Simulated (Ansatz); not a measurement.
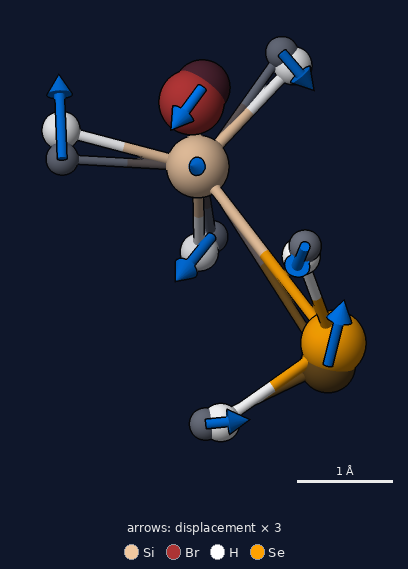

A saddle-point search of SiH$_{5}$SeBr (coarse preliminary run). The starting structure is drawn faded, the final one solid; blue arrows show the displacements, 3 times their true length. The two geometries are superimposed by the best rigid fit.

Style: ball-and-stick. Shown from a free direction.

The reaction that was planned forms Si1–Se7, Br2–H6 and breaks Si1–Br2, H6–Se7 (atoms numbered from 1 in input order).

Computed with RKS PBE0-D4/def2-SVP in Ansatz 0.2.0. 

### What happened in the run?

The atom that moves furthest after the best rigid fit is an H atom (0.32 Å). By element the largest moves are H 0.32 Å, Se 0.26 Å, Br 0.20 Å, Si 0.07 Å. Among the contacts that change: H–Se 1.987 → 1.563 Å, Br–Se 3.540 → 3.288 Å, Se–Si 2.699 → 2.591 Å, Br–Si 2.706 → 2.661 Å. New bonds form: H–Se (1.99 → 1.56 Å). Bond angles that change, for instance: H–Si–Se 117.9° → 134.2°, H–Si–Se 113.0° → 102.7°, H–Si–H 122.5° → 118.5°. The search converged after 17 steps with a largest force component of 0.005 eV/Å and a curvature of −3.21 eV/Å² along the mode that it followed. The run took about 5 core-minutes on a shared host.
